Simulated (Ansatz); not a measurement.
TiB2 (P6/mmm): Drude plasma energy along x against volume

The cell of TiB2 (P6/mmm) is scaled evenly and the response computed anew at each volume, on one mesh. The atoms keep their fractional positions. x, y and z are the Cartesian axes of the input cell.

Symmetry: P6/mmm, No. 191, hexagonal system. The conventional cell has a = 3.029 Å, b = 3.029 Å, c = 3.228 Å, α = 90.00°, β = 90.00°, γ = 120.00°. Ti on site a is surrounded by 12 B at 2.38 Å. B on site d has 3 B at 1.75 Å as nearest neighbours.

Method: Ansatz 0.2.0, PBEsol, independent particles, k-mesh 15×15×12 with interpolation inside its cells, Gaussian parameter 0.1 eV.

Launch of the response step: `ansatz run input.yaml --threads 4 --pin off --max-ram 8192MiB --backend cpu --events-out ev --progress --plain --runs-dir out`. The series took 17.4 min in all, on 4 threads of Intel(R) Xeon(R) Processor @ 2.50GHz (Skylake/Cascade Lake), on a shared host.

```tsv
V/V₀	V (Å³, primitive cell)	Drude plasma energy along x (eV)
0.94	24.12	3.891
0.96	24.63	?
0.98	25.14	3.764
1.00	25.66	3.704
1.02	26.17	3.645
1.04	26.68	3.587
1.06	27.19	3.532
```

For small changes the quantity should be close to linear in ln V.

Working, on the rows shown:

| x = ln(V/V₀) | y = Drude plasma energy along x |
| --- | --- |
| -0.0618754 | 3.891 |
| -0.0202027 | 3.764 |
| 0 | 3.704 |
| 0.0198026 | 3.645 |
| 0.0392207 | 3.587 |
| 0.0582689 | 3.532 |

Means: x̄ = 0.005869, ȳ = 3.6872. Σ(x − x̄)(y − ȳ) = -0.02797, Σ(x − x̄)² = 0.009356. Slope = -0.02797 / 0.009356 = -2.99; intercept = ȳ − slope · x̄ = 3.7047. The line misses the rows shown by at most 0.0015 eV.

Fill in the last column of the withheld row.

At x = -0.040822 the line gives y = 3.8268 eV. The run gave 3.827 eV, so the interpolation holds to the digits printed.

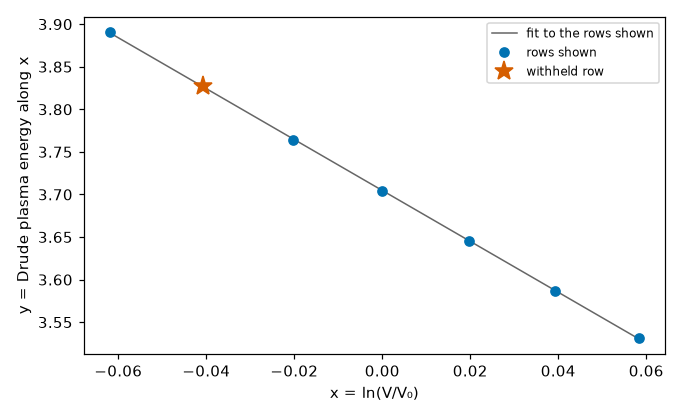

Between the rows on either side of x = 0 the slope is (3.645 − 3.764) / (0.019803 − (-0.020203)) = -2.975. So d ln ωp/d ln V = -0.80; free electrons would give −0.50. The values come from a sum over the points of one k-mesh and carry its error, which is largest for Fermi-surface quantities.

[Logs are printed without paths, hosts, clocks, repeated set-up lines and the standing remarks that a program may print on its own settings, such as how far it seeks lower states.]
